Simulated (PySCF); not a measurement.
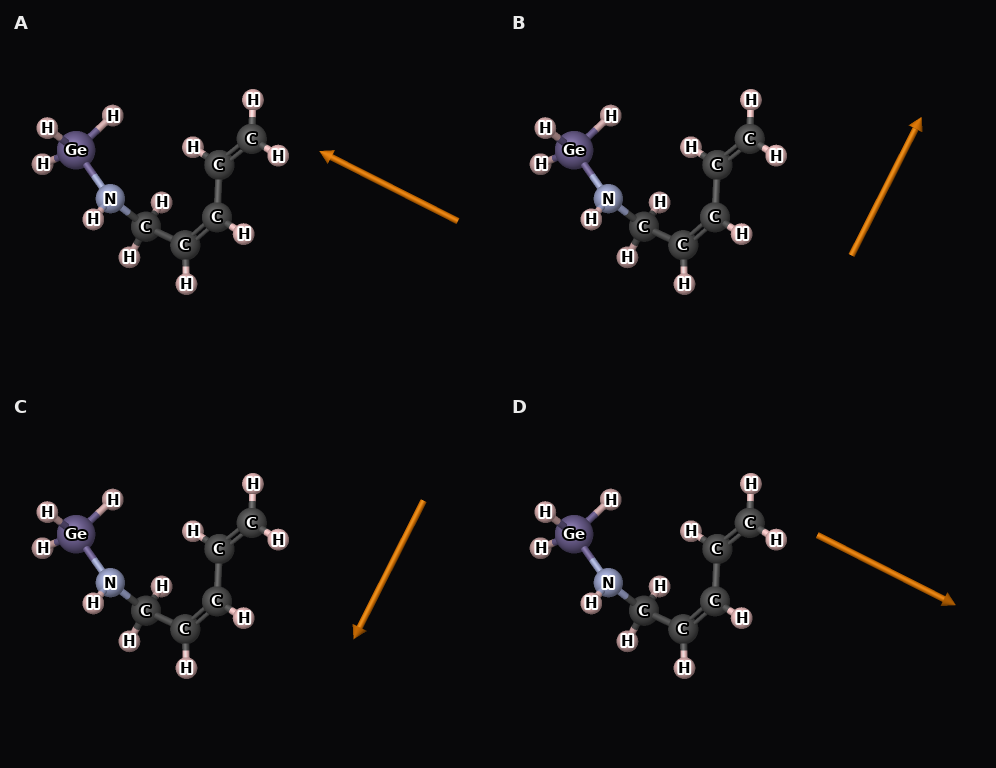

The same molecule four times, each with an arrow. The geometry was computed by an optimisation with GFN2-xTB. No frequency run is at hand to confirm it as a minimum. Properties computed with B3LYP/def2-SVPD, gas phase (PySCF 2.14.0).

Which arrow points along the dipole moment, from the negative to the positive end?

Answer. C. The dipole moment is 0.79 D.

The geometry is semi-empirical. Around Ge such bond lengths and angles can be off by a tenth of an ångström or more and by several degrees, and values that hang on the shape move with them.
